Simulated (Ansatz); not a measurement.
# YHSe (P-6m2): phonons and vibrational spectra, part 2 of 3

Wanted: phonon frequencies of YHSe (P-6m2) and what follows from them.

Ansatz 0.2.0; DFT LDA, scalar-relativistic, plane waves, PAW.

So far. Step 3 (Relaxing to small forces for the phonons): The forces vanish by symmetry and the pressure is 0.000 GPa, within the tolerances set. The cell now holds 15.60 Å³/atom. The relaxed cell has a = 3.764, c = 3.815 Å (conventional setting).

## (4) Linear response at the zone centre

The zone centre comes first: it holds the modes that light can see, as far as symmetry allows. The response to a homogeneous field gives the Born charges and the dielectric tensor, and its change with displacement the Raman tensors.

input.yaml reads:

```yaml
crystal:
  lattice:
    - [3.7637355768, 0.0, 0.0]
    - [-1.8818677884, 3.2594906226, 0.0]
    - [0.0, 0.0, 3.8146043145]
  atoms:
    - { symbol: "Y", position: [0.0, 0.0, 0.0] }
    - { symbol: H, position: [0.3333333333, 0.6666666667, 0.0] }
    - { symbol: Se, position: [0.6666666667, 0.3333333333, 0.5] }
kpoints:
  mp_grid: { grid: [9, 9, 8] }
hamiltonian:
  xc: lda
scf:
  occupations: { method: fixed }
output:
  eigenvalues: true
phonons:
  method: dfpt
  dielectric: true
  rigid_motions: translations
  raman: true
```

The run is started by

```sh
$ ansatz run input.yaml --threads 4 --pin off --max-ram 7168MiB --backend cpu --events-out ev --progress --plain --runs-dir out
```

Numbers of over 12 decimals in the logs are rounded to 6 here.

Log:

```text
[...]
Crystal: 3 atoms, lattice volume = 46.797 Å³
Basis set: ecut = 420 eV, 901 PW (Γ), exchange–correlation on 54×54×54 points (8 copies of the dense FFT grid, shifted against one another)
Bands: 18, of which v1, the nominal top of the filled ones, is band 14 counted from 1 (13 counted from 0)
Symmetry: 12 space group operations
k-points: 185 of 648 (irreducible under 2 space group operations, time reversal used)
[...]
SCF iter   1: F=—  HF=-9149.151881 eV  |F-HF|=—  |Δ(HF+E_count)|=         —  Δρ=9.24e-3  dr2=3.24e-2  ethr=1.77e-3  ⟨swp⟩=4.2  Hψ=13336  notcnv=0  defer=197
[...]
SCF iter   8: F=-9149.141240 eV  HF=-9149.141240 eV  |F-HF|=5.46e-12  |Δ(HF+E_count)|=  2.91e-11  Δρ=1.32e-7  dr2=2.90e-12  ethr=1.00e-12  ⟨swp⟩=6.8  Hψ=17305  notcnv=0
SCF 1 converged in 8 iterations: F = -9149.141240 eV  dr2 = 2.90e-12
[...]
NSCF: frozen V_eff on 4 k-points
DFPT response loops at Γ: preconditioner auto → none (the input reference at scf.mixing.eps_inf says where Resta's filter doesn't serve); β = 0.50; Broyden in place of MSR1
── the response to a field inside a basis, on 12×12×10 k-points: an SCF that follows is theirs, and a resumed run solves both again ──
Bands: 15, of which v1, the nominal top of the filled ones, is band 14 counted from 1 (13 counted from 0)
k-points: 210
[...]
Eigensolver: Dense (210 Hₖ)
SCF iter   1: F=—  HF=-9149.139388 eV  |F-HF|=—  |Δ(HF+E_count)|=         —  Δρ=1.73e-4  dr2=2.85e-6  ethr=1.00e-1
[...]
SCF iter   6: F=-9149.139387 eV  HF=-9149.139387 eV  |F-HF|=3.64e-12  |Δ(HF+E_count)|=  2.91e-11  Δρ=1.40e-7  dr2=3.73e-12  ethr=1.00e-12
SCF 1 converged in 6 iterations: F = -9149.139387 eV  dr2 = 3.73e-12
[...]
WARN: field response: ε∞ stands inside a basis, on 12×12×10 points; the force constants stand on the 9×9×8 k-mesh, whose period is 10.80 times the interband length at k = (0.0000, 0.0000, -0.5000), direct gap 1.700 eV, under 14: take them and everything formed from them as unconverged, and compare with a denser kpoints.mp_grid
SCF converged after 8 iterations
Free energy (F): -9149.141240 eV
[...]
Internal energy: -9149.141240 eV  (E = F + TS)
E sigma→0 (E₀):  -9149.141240 eV
Fermi energy:    11.165319 eV
[...]
--- Band table (eV; the first three rows and the last of 185) ---
  k-point 0: bands = [... 10 lower, 7.4775, 9.4333, 9.4333, 9.4651, 12.4753, 15.1095, 15.1095, 15.2756]
  k-point 1: bands = [... 10 lower, 6.8649, 9.4988, 9.4988, 9.8999, 12.7510, 14.1725, 14.1725, 15.9684]
  k-point 2: bands = [... 10 lower, 5.8013, 9.6621, 9.6621, 10.5410, 13.3808, 13.3808, 13.5767, 15.8287]
  k-point 184: bands = [... 10 lower, 6.7200, 7.4070, 8.1605, 8.7466, 15.1444, 15.2716, 16.1778, 17.4887]
--- Phonons (Γ-DFPT): 6 representative perturbations + reference, on 185 of 648 k-points (Σ response iterations 18) ---
  k mesh reduced under 2 symmetry operations, with k and −k counted as one. Each operation leaves every solved perturbation unchanged. A smaller set is not considered because the run solves the response to a homogeneous field
  ASR residual: 1.045e-4 → 0.000e0 eV/Å²; symmetrization residual: 1.823e-6 eV/Å²
  ASR residual per site (eV/Å²): 1.05e-4 6.36e-5 2.96e-5
  Γ frequencies (cm⁻¹): 0.00 0.00 0.00 196.64 196.64 216.01 705.50 1141.14 1141.14
  ε∞ (high-frequency dielectric tensor):
        9.317855    -0.000000     0.000000
       -0.000000     9.317855     0.000000
        0.000000     0.000000     9.156554
  ε⁰ (static dielectric tensor: ions relaxed, cell fixed):
       13.213460    -0.000000    -0.000000
       -0.000000    13.213460     0.000000
       -0.000000     0.000000    14.270524
  ε⁰ − ε∞ (ionic part):
        3.895604     0.000000    -0.000000
        0.000000     3.895604     0.000000
       -0.000000     0.000000     5.113970
  softest optical mode at Γ: 196.64 cm⁻¹; the repairs (sum rule, projections) moved no ω² at Γ by more than (4.64 cm⁻¹)²
  Born effective charges Z* (e; rows j = field, columns β = displacement):
    site 0:
         3.01795   -0.00000    0.00000
         0.00000    3.01795    0.00000
         0.00000    0.00000    3.07539
    site 1:
        -1.33303   -0.00000    0.00000
         0.00000   -1.33303    0.00000
         0.00000    0.00000   -0.58689
    site 2:
        -1.68493    0.00000    0.00000
        -0.00000   -1.68493    0.00000
         0.00000    0.00000   -2.48850
  Z* charge neutrality: 2.933e-3 e pre-enforcement
  solved inside a basis spanned on kpoints, on 12×12×10 k-points transformed towards the longest dipole: ε∞ is read to err by 3.3e-2, Z* by 1.9e-2 e (field_mesh: kpoints solves on kpoints); Z* is corrected for what the basis lacks
  Raman tensors (in the event stream and the table raman_tensors.tsv): an entry may err by 1.0e-1 Å², one of the second-order susceptibility by 4.8e-1 pm/V (basis, points and sum rule); their sum over the sites missed zero by 1.743e-5 Å² ahead of its enforcement
  optical modes at Γ without the LO–TO term, one row a degenerate level:
      ω (cm⁻¹)  modes    IR ((D/Å)²/amu)  static Raman (Å⁴/amu)  depolarisation
        196.64      2             4.1279                28.5987           0.750
        216.01      1             4.5209                 0.0000               —
        705.50      1             7.6259                 0.0000               —
       1141.14      2            83.5991                37.8299           0.750
  optical modes at Γ + LO–TO along q̂ = [1.0000, 0.0000, 0.0000]:
      ω (cm⁻¹)  modes    IR ((D/Å)²/amu)  static Raman (Å⁴/amu)  depolarisation
        196.64      1             2.0640                14.2994           0.750
        216.01      1             4.5209                 0.0000               —
        217.60      1             1.5247                 6.8457           0.750
        705.50      1             7.6259                 0.0000               —
       1141.14      1            41.7995                18.9150           0.750
       1228.04      1            42.3388                 0.9059           0.750
  optical modes at Γ + LO–TO along q̂ = [0.0000, 1.0000, 0.0000]:
      ω (cm⁻¹)  modes    IR ((D/Å)²/amu)  static Raman (Å⁴/amu)  depolarisation
        196.64      1             2.0640                14.2994           0.750
        216.01      1             4.5209                 0.0000               —
        217.60      1             1.5247                 6.8457           0.750
        705.50      1             7.6259                 0.0000               —
       1141.14      1            41.7995                18.9150           0.750
       1228.04      1            42.3388                 0.9059           0.750
  optical modes at Γ + LO–TO along q̂ = [0.0000, 0.0000, 1.0000]:
      ω (cm⁻¹)  modes    IR ((D/Å)²/amu)  static Raman (Å⁴/amu)  depolarisation
        196.64      2             4.1279                28.5987           0.750
        259.50      1             3.8030                 0.0000               —
        733.16      1             8.3438                 0.0000               —
       1141.14      2            83.5991                37.8299           0.750
```

It took 3.2 min on 4 threads of Arm Neoverse V2, shared host; peak memory 1.8 GiB; 13 min of CPU time.

Reading the cycles: dr2 is the Hartree energy of the density residual (eV), the measure of convergence; HF is the Harris–Foulkes estimate of the energy, which meets the free energy F at convergence.

This step gave:

| Property | Result |
| --- | --- |
| sum-rule residual before enforcement | 1.05e-4 eV/Å² |
| miss of the charge sum rule | 0.002933 e |
| estimated error of the dielectric tensor | 0.03287 |
| estimated error of the Born charges | 0.01933 e |
| point group | -6m2 |
| highest optical mode at the zone centre (no LO-TO term) | 1141 cm⁻¹ |
| lowest optical zone-centre mode | 196.6 cm⁻¹ |
| mean high-frequency dielectric constant | 9.264 |
| largest Born charge (third of the trace) | 3.037 e |
| mean static dielectric constant | 13.57 |
| top of the zone-centre spectrum with the field | 1228 cm⁻¹ |

Without the LO-TO term. Patterns of degenerate modes are one choice out of their space. Modes at Γ, with each element's share of the kinetic energy:

```csv
mode,frequency (cm⁻¹),symmetry,Y %,H %,Se %
1,0.0,acoustic,53,1,47
2,0.0,acoustic,53,1,47
3,0.0,acoustic,53,1,47
4,196.6,E',47,0,53
5,196.6,E',47,0,53
6,216.0,A2'',47,0,53
7,705.5,A2'',0,99,1
8,1141.1,E',1,99,0
9,1141.1,E',1,99,0
```

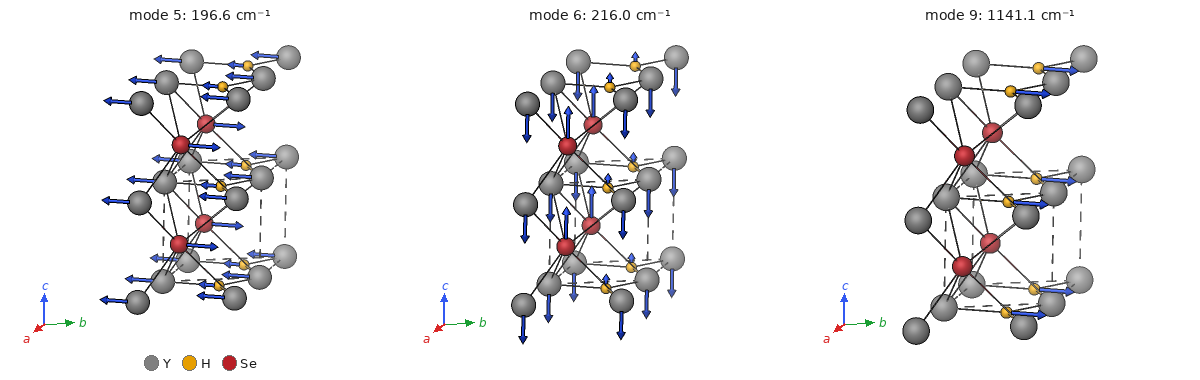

Displacement patterns of modes 5, 6 and 9 at Γ; arrows are exaggerated. 2×1×2 cells are drawn. Some periodic images of atoms are drawn too.

Optical modes at the zone centre, without and with the macroscopic field of the longitudinal modes; each column is sorted by frequency, so a row need not hold one and the same mode. Modes with and without the field, by row:

```csv
rank among optical modes,no field (cm⁻¹),"q along (1, 0, 0) (cm⁻¹)","q along (0, 0, 1) (cm⁻¹)"
1,196.6,196.6,196.6
2,196.6,216,196.6
3,216,217.6,259.5
4,705.5,705.5,733.2
5,1141,1141,1141
6,1141,1228,1141
```

Born charge (rows field, columns displacement) (e), principal values of the symmetric part by kind of site:

```csv
atom,atoms with these values,low,middle,high,mean
Y1,1,3.02,3.02,3.08,3.04
H2,1,-1.33,-1.33,-0.59,-1.08
Se3,1,-2.49,-1.68,-1.68,-1.95
```

In full for H2:

```
-1.33  0.00  0.00
 0.00 -1.33  0.00
 0.00  0.00 -0.59
```

High-frequency dielectric tensor:

```
9.32 0.00 0.00
0.00 9.32 0.00
0.00 0.00 9.16
```

Static dielectric tensor (ions relaxed, fixed cell):

```
13.21  0.00  0.00
 0.00 13.21  0.00
 0.00  0.00 14.27
```

Transverse modes. Infrared lines, with heights relative to the strongest:

```csv
position (cm⁻¹),label,relative intensity
197,E',4.9
216,A2'',5.4
706,A2'',9.1
1141,E',100
```

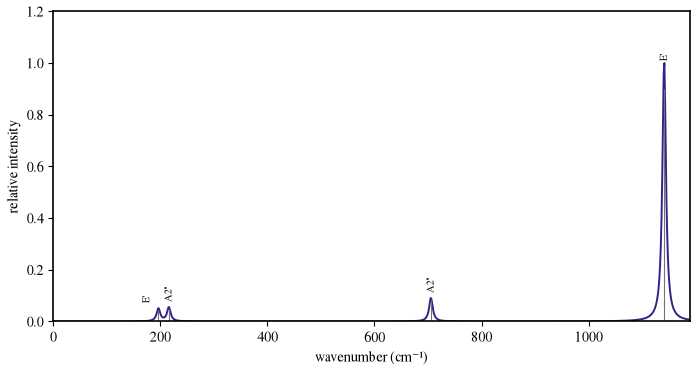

The infrared spectrum, broadened with Lorentzians of width 8 cm⁻¹; bars mark the lines.

Activity x (w_L - w)^4 (n + 1)/w, 532 nm, 300 K; the tensors are static ones, while 532 nm light lies above the computed direct gap, where resonance would change the heights; modes without the macroscopic field alone. Lines of the Raman spectrum (strongest = 100):

```csv
position (cm⁻¹),label,relative intensity
197,E',100
216,A2'',0.0
706,A2'',0.0
1141,E',11
```

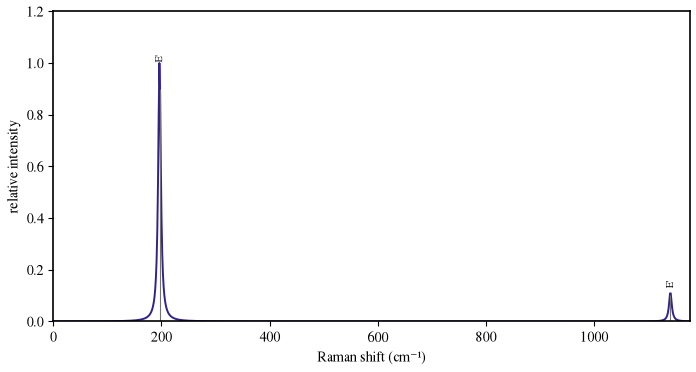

The Raman spectrum, broadened with Lorentzians of width 6 cm⁻¹; bars mark the lines.

Static second-order susceptibility (pm/V), twice the coefficient d of second-harmonic generation. Second order susceptibility, by row:

```csv
field along,xx,yy,zz,yz,xz,xy
x,0,0,0,0,0,28.23
y,28.23,-28.23,0,0,0,0
z,0,0,0,0,0,0
```

Before it was imposed, the acoustic sum rule was missed by 1.0e-4 eV/Å² and the charge sum rule by 0.0029 e. Small misses are needed for a sound result but don't prove that mesh and cutoff are converged. The lowest optical mode is real, 197 cm⁻¹.

The log warns of the k mesh: “the force constants stand on the 9×9×8 k-mesh, whose period is 10.80 times the interband length at k = (0.0000, 0.0000, -0.5000), direct gap 1.700 eV, under 14: take them and everything formed from them as unconverged”.

[end of part 2 of 3]

[Logs are printed without paths, hosts, clocks, repeated set-up lines and the standing remarks that a program may print on its own settings, such as how far it seeks lower states.]

[Hosts, paths, dates, database ids (printed as entryN), source tags and the programs' standing remarks are cut or masked in the printed files.]
